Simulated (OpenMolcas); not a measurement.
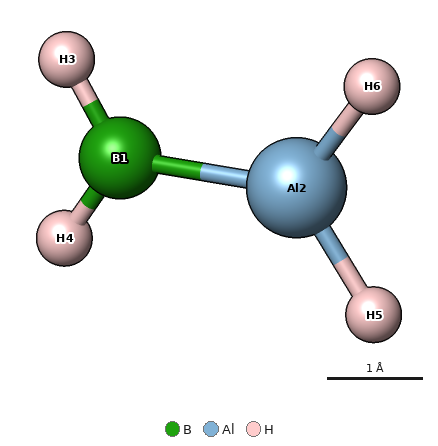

Figure 1. The structure (ball-and-stick view, seen at a tilt; atoms are numbered from 1 in the order of the input). Sticks mark near contacts. Bond lengths as drawn: Al–B 2.09 Å, Al–H 1.57 Å and B–H 1.18 Å.

# Excited-state calculation of AlBH$_{4}$ (part 1 of 4)

- system: AlBH$_{4}$, SMILES [BH2][AlH2]
- method: CASPT2/ANO-L-VDZP (OpenMolcas 26.06)

The geometry comes from this level: GFN2-xTB.

### Log
```
--- Start Module: gateway ---

                                              &GATEWAY

                       available to each process: 1.9 GB of memory, 1 thread

++    Symmetry information:
      ---------------------

                    Character Table for C1

                             E
                    a        1  x, y, xy, Rz, z, xz, Ry, yz, Rx, I
--

++    Basis set information:
      ----------------------

      Basis set label: B.ANO-L...3S2P1D.

      Electronic valence basis set:
      ------------------
      Associated Effective Charge   5.000000 au
      Associated Actual Charge      5.000000 au
      Nuclear Model: Point charge

      Shell  nPrim  nBasis  Cartesian Spherical Contaminant
         s      14       3        X
         p       9       2        X
         d       4       1                 X

      Basis set label: AL.ANO-L...4S3P1D.

      Electronic valence basis set:
      ------------------
      Associated Effective Charge  13.000000 au
      Associated Actual Charge     13.000000 au
      Nuclear Model: Point charge

      Shell  nPrim  nBasis  Cartesian Spherical Contaminant
         s      17       4        X
         p      12       3        X
         d       5       1                 X

      Basis set label: H.ANO-L...2S1P.

      Electronic valence basis set:
      ------------------
      Associated Effective Charge   1.000000 au
      Associated Actual Charge      1.000000 au
      Nuclear Model: Point charge

      Shell  nPrim  nBasis  Cartesian Spherical Contaminant
         s       8       2        X
         p       4       1        X
--

++    Molecular structure info:
      -------------------------

                    ************************************************
                    **** Cartesian Coordinates / bohr, angstrom ****
                    ************************************************

     Center  Label                x              y              z                     x              y              z
        1      B1               0.000000       0.000000       0.000000              0.000000       0.000000       0.000000
        2      AL2              0.000000       0.000000       3.943739              0.000000       0.000000       2.086937
        3      H3               1.866269       0.000000      -1.220389              0.987587       0.000000      -0.645802
        4      H4              -1.868324       0.004822      -1.217457             -0.988674       0.002552      -0.644250
        5      H5              -2.416349      -0.105399       5.646474             -1.278677      -0.055775       2.987985
        6      H6               2.413483       0.107245       5.650335              1.277160       0.056752       2.990028

                    ***************************************
                    *    InterNuclear Distances / bohr    *
                    ***************************************

               1 B1            2 AL2           3 H3            4 H4            5 H5            6 H6
    1 B1       0.000000
    2 AL2      3.943739        0.000000
    3 H3       2.229867        5.491009        0.000000
    4 H4       2.229990        5.488952        3.734596        0.000000
    5 H5       6.142680        2.957898        8.093561        6.886655        0.000000
    6 H6       6.145135        2.957848        6.893315        8.093881        4.834512        0.000000

                    *******************************************
                    *    InterNuclear Distances / angstrom    *
                    *******************************************

               1 B1            2 AL2           3 H3            4 H4            5 H5            6 H6
    1 B1       0.000000
    2 AL2      2.086937        0.000000
    3 H3       1.179995        2.905717        0.000000
    4 H4       1.180060        2.904629        1.976263        0.000000
    5 H5       3.250566        1.565252        4.282928        3.644261        0.000000
    6 H6       3.251865        1.565226        3.647785        4.283097        2.558314        0.000000

                    **************************************
                    *    Valence Bond Angles / degree    *
                    **************************************
                          Atom centers                 Phi
                      3 H3       1 B1       4 H4       113.73
                      5 H5       2 AL2      6 H6       109.62
--

            Nuclear Potential Energy             37.13189064 au

--- Stop Module: gateway /rc=_RC_ALL_IS_WELL_ ---

--- Start Module: seward ---

                                              &SEWARD

                       available to each process: 1.9 GB of memory, 1 thread

               SEWARD will generate:
                  Multipole Moment integrals up to order  2
                  Kinetic Energy integrals
                  Nuclear Attraction integrals (point charge)
                  One-Electron Hamiltonian integrals
                  Velocity integrals
                  Orbital angular momentum around ( -0.0001   0.0002   2.7447 )
                  Velocity quadrupole around ( -0.0001   0.0002   2.7447 )
                  RI decomposed two-electron repulsion integrals stored Cholesky style
                   - acCD auxiliary basis
                   - CD Threshold:   1.00E-04

                   Integrals are discarded if absolute value <: 1.00E-14
                   Integral cutoff threshold is set to       <: 1.00E-16

            Nuclear Potential Energy             37.13189064 au

      Basis set specifications :
      Symmetry species         a
      Basis functions           52

--- Stop Module: seward /rc=_RC_ALL_IS_WELL_ ---

--- Start Module: rasscf ---

                                              &RASSCF

                       available to each process: 1.9 GB of memory, 1 thread

      Header of the ONEINT file:
      --------------------------

      OrdInt status: non-squared

      Cartesian coordinates in angstrom:
      -----------------------------------------------------
      No.  Label        X            Y            Z
      -----------------------------------------------------
       1   B1         0.00000000   0.00000000   0.00000000
       2   AL2        0.00000000   0.00000000   2.08693700
       3   H3         0.98758684   0.00000000  -0.64580216
       4   H4        -0.98867422   0.00255161  -0.64425025
       5   H5        -1.27867698  -0.05577480   2.98798538
       6   H6         1.27716006   0.05675181   2.99002828
      -----------------------------------------------------
      Nuclear repulsion energy =   37.13189064

++    Wave function specifications:
      -----------------------------

      Number of closed shell electrons          20
      Number of electrons in active shells       2
      Max number of holes in RAS1 space          0
      Max nr of electrons in RAS3 space          0
      Number of inactive orbitals               10
      Number of active orbitals                  2
      Number of secondary orbitals              40
      Spin quantum number                      0.0
      State symmetry                             1
--

++    Orbital specifications:
      -----------------------

      Symmetry species                           1
                                                 a
      Frozen orbitals                            0
      Inactive orbitals                         10
      Active orbitals                            2
      RAS1 orbitals                              0
      RAS2 orbitals                              2
      RAS3 orbitals                              0
      Secondary orbitals                        40
      Deleted orbitals                           0
      Number of basis functions                 52
--

++    CI expansion specifications:
      ----------------------------

      Number of CSFs                             3
      Number of spin combinations                3
      Number of determinants                     4
      Number of root(s) required                 3
      Root chosen for geometry opt.              3
      CI roots used                              1     2     3
      weights                                0.333 0.333 0.333
      highest root included in the CI            3
      max. size of the explicit Hamiltonian      3
--

++    Optimization specifications:
      ----------------------------

      RASSCF algorithm: LK RI/DF
      Maximum number of macro iterations       200
      Maximum number of SX iterations          100
      Threshold for RASSCF energy            1.000E-08
      Threshold for max MO rotation          1.000E-01
      Threshold for max BLB element          1.000E-04
      Level shift parameter                  5.000E-01
      Make Quasi-Newton update
--

      The MO-coefficients are taken from the file:
      step2.RasOrb
      Title: RASSCF average (pseudo-natural) orbitals

      Total molecular charge    0.00

      ************************************************************************************************************************
      *                                            Wave function control section                                             *
      ************************************************************************************************************************

                                         RASSCF iterations: Energy and convergence statistics
                                         ----------------------------------------------------

          iter iter root      energy       change     param      element    value   shift minimum  type update hh:mm:ss
 Nr of preliminary CI iterations:   1
        1   1    3    0  -268.73166550    0.00E+00   2.93E-06   11  17 1  1.77E-06   0.27   0.00    SX    NO    0:00:00
        2   1    2    0  -268.73166550   -4.85E-11   1.66E-06   11  17 1  1.00E-06   0.27   0.00    SX    NO    0:00:00
        3   1    2    0  -268.73166550   -1.06E-11   9.87E-07   11  17 1  5.96E-07   0.27   0.00    SX    NO    0:00:00
        4   1    2    0  -268.73166550   -3.47E-12   5.97E-07   11  17 1  3.61E-07   0.27   0.00    SX    NO    0:00:00
      Convergence after  4 iterations
        5   1    2    0  -268.73166550   -7.39E-13   5.97E-07   11  17 1  2.20E-07   0.27   0.00    SX    NO    0:00:00

      ************************************************************************************************************************
                                                      Wave function printout:
                       occupation of active orbitals, and spin coupling of open shells (u,d: Spin up or down)
      ************************************************************************************************************************

      Note: transformation to natural orbitals
      has been made, which may change the order of the CSFs.

      printout of CI-coefficients larger than  0.05 for root  1
      energy=    -268.874127
      conf/sym  11     Coeff  Weight
             2  ud   0.38711 0.14985
             3  02   0.92192 0.84994

      printout of CI-coefficients larger than  0.05 for root  2
      energy=    -268.738041
      conf/sym  11     Coeff  Weight
             1  20   0.35685 0.12734
             2  ud   0.86329 0.74527
             3  02  -0.35692 0.12739

      printout of CI-coefficients larger than  0.05 for root  3
      energy=    -268.582828
      conf/sym  11     Coeff  Weight
             1  20   0.93405 0.87245
             2  ud  -0.32385 0.10488
             3  02   0.15056 0.02267

      Natural orbitals and occupation numbers for root  1
      sym 1:   0.015678   1.984322

      Natural orbitals and occupation numbers for root  2
      sym 1:   0.999903   1.000097

      Natural orbitals and occupation numbers for root  3
      sym 1:   1.984322   0.015678

      ************************************************************************************************************************
      *                                                    Final results                                                     *
      ************************************************************************************************************************

++    Final optimization conditions:
      ------------------------------

      Average CI energy                            -268.73166550
      RASSCF energy for state  3                   -268.58282802
      Super-CI energy                                -0.00000000
      RASSCF energy change                           -0.00000000
      Max change in MO coefficients              -1.045E-06
      Max non-diagonal density matrix element     5.968E-07
      Maximum BLB matrix element                  2.202E-07
      (orbital pair  11,  17 in symmetry   1)
      Norm of electronic gradient            6.432E-02
--

      Final state energy(ies):
      ------------------------

::    RASSCF root number  1 Total energy:   -268.87412750
::    RASSCF root number  2 Total energy:   -268.73804097
::    RASSCF root number  3 Total energy:   -268.58282802

++    Molecular orbitals:
      -------------------

      Pseudonatural active orbitals and approximate occupation numbers

      MOLECULAR ORBITALS FOR SYMMETRY SPECIES 1: a

      INDEX  ENERGY  OCCUPATION COEFFICIENTS ...
          1  -58.5027    2.0000
                15 AL2    1s     ( 1.0000)
          2   -7.6273    2.0000
                 1 B1     1s     ( 0.9990)
          3   -4.9211    2.0000
                16 AL2    2s     ( 0.9987)
          4   -3.2342    2.0000
                22 AL2    2py    ( 0.9988)
          5   -3.2336    2.0000
                25 AL2    2pz    ( 0.9997)
          6   -3.2322    2.0000
                19 AL2    2px    ( 0.9980)
          7   -0.7047    2.0000
                 2 B1     2s     ( 0.5299)  17 AL2    3s     ( 0.1552)  26 AL2    3pz    (-0.1489)  33 H3     1s     ( 0.2430)
                38 H4     1s     ( 0.2430)  43 H5     1s     ( 0.1016)  48 H6     1s     ( 0.1015)
          8   -0.5575    2.0000
                 8 B1     2pz    ( 0.1319)  17 AL2    3s     ( 0.4410)  26 AL2    3pz    ( 0.1557)  43 H5     1s     ( 0.3506)
                48 H6     1s     ( 0.3506)
          9   -0.5106    2.0000
                 4 B1     2px    ( 0.6219)  33 H3     1s     ( 0.2689)  34 H3     2s     (-0.1306)  38 H4     1s     (-0.2689)
                39 H4     2s     ( 0.1306)
         10   -0.4339    2.0000
                20 AL2    3px    ( 0.3687)  21 AL2    4px    (-0.1723)  31 AL2    3d1+   ( 0.1762)  43 H5     1s     (-0.4207)
                48 H6     1s     ( 0.4205)
         11   -0.1296    1.0000
                 6 B1     2py    (-0.6697)   8 B1     2pz    (-0.1508)  23 AL2    3py    (-0.3858)  26 AL2    3pz    ( 0.1012)
                29 AL2    3d1-   ( 0.1205)
         12   -0.2534    1.0000
                 6 B1     2py    ( 0.1820)   8 B1     2pz    (-0.5538)   9 B1     3pz    ( 0.1192)  17 AL2    3s     (-0.1260)
                23 AL2    3py    ( 0.1047)  26 AL2    3pz    ( 0.3722)  27 AL2    4pz    (-0.1244)  33 H3     1s     ( 0.1671)
                38 H4     1s     ( 0.1668)  43 H5     1s     ( 0.1527)  48 H6     1s     ( 0.1524)
         13    0.0619    0.0000
                 6 B1     2py    (-0.8281)   7 B1     3py    (-0.4943)  23 AL2    3py    ( 1.2180)  24 AL2    4py    ( 0.5450)

         14    0.0626    0.0000
                 2 B1     2s     ( 0.5545)   3 B1     3s     ( 0.2179)   8 B1     2pz    ( 0.8133)   9 B1     3pz    ( 0.8563)
                16 AL2    2s     (-0.1688)  17 AL2    3s     (-0.8213)  18 AL2    4s     (-0.2696)  26 AL2    3pz    ( 0.9405)
                27 AL2    4pz    ( 0.5201)  33 H3     1s     ( 0.2854)  34 H3     2s     ( 0.2115)  38 H4     1s     ( 0.2829)
                39 H4     2s     ( 0.2097)  43 H5     1s     (-0.2183)  44 H5     2s     (-0.1745)  48 H6     1s     (-0.2177)
                49 H6     2s     (-0.1743)
         15    0.0784    0.0000
                 4 B1     2px    ( 0.8891)   5 B1     3px    ( 1.0975)  20 AL2    3px    ( 0.1167)  21 AL2    4px    ( 0.2016)
                23 AL2    3py    ( 0.1015)  31 AL2    3d1+   ( 0.1046)  33 H3     1s     (-0.6561)  34 H3     2s     (-0.4683)
                38 H4     1s     ( 0.6580)  39 H4     2s     ( 0.4697)  43 H5     1s     ( 0.3091)  44 H5     2s     ( 0.1829)
                48 H6     1s     (-0.3089)  49 H6     2s     (-0.1826)
         16    0.1080    0.0000
                 1 B1     1s     ( 0.1755)   2 B1     2s     ( 1.1735)   3 B1     3s     ( 0.3733)   8 B1     2pz    (-0.8324)
                 9 B1     3pz    (-0.9400)  16 AL2    2s     ( 0.2726)  17 AL2    3s     ( 1.0761)  18 AL2    4s     ( 0.2071)
                26 AL2    3pz    ( 0.7895)  27 AL2    4pz    ( 0.4937)  30 AL2    3d0    ( 0.1582)  32 AL2    3d2+   ( 0.1318)
                33 H3     1s     (-0.5990)  34 H3     2s     (-0.4977)  38 H4     1s     (-0.5965)  39 H4     2s     (-0.4957)
                43 H5     1s     (-0.3011)  44 H5     2s     (-0.3143)  48 H6     1s     (-0.2999)  49 H6     2s     (-0.3135)
```
